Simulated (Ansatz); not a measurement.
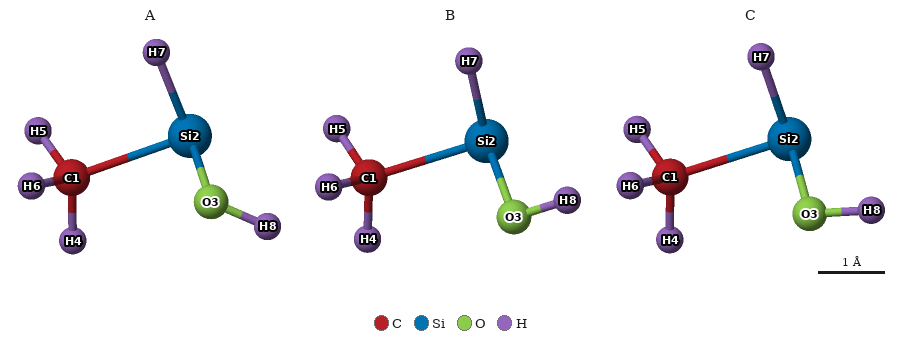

3 geometries from one relaxation of CH5OSi (charge −1), in shuffled order. Style: ball-and-stick. Shown at a tilt.

The run prepares an end point of a later path (torsion) calculation, from a guessed geometry.

Method: Ansatz, RKS BHLYP/def2-SVP. (no spin polarisation; force threshold 0.015 eV/Å; at most 40 steps)

Question: Order the frames from highest to lowest energy.

Answer: B, C, A. They are steps 0, 2, 11, at +13.6 kJ/mol, +4.73 kJ/mol relative to the last. Over 8 accepted moves (11 points after the start) the energy falls by 13.6 kJ/mol. The largest force component goes from 0.79 to 0.011 eV/Å. The line search rejected the trial steps at points 4, 8, 10 of the run. The largest move after the best rigid fit is that of H8, 0.50 Å. Largest moves by element: H 0.50 Å, O 0.35 Å, Si 0.13 Å, C 0.04 Å. Among the contacts that change: C1–Si2 1.912 → 1.960 Å, Si2–H7 1.540 → 1.553 Å, Si2–O3 1.751 → 1.762 Å, C1–H4 1.094 → 1.099 Å. Among the angles between lasting bonds that change: C1–Si2–H7 99.6° → 93.5°, Si2–O3–H8 109.7° → 106.3°, Si2–C1–H6 115.2° → 112.5°. Groups turn about Si2–O3 by about 65°. Cost: 28 s on 1 thread of Arm Neoverse V1 (shared host), peak memory 0.14 GiB.

Limits of the set-up: the basis has no diffuse functions, which an anion needs.
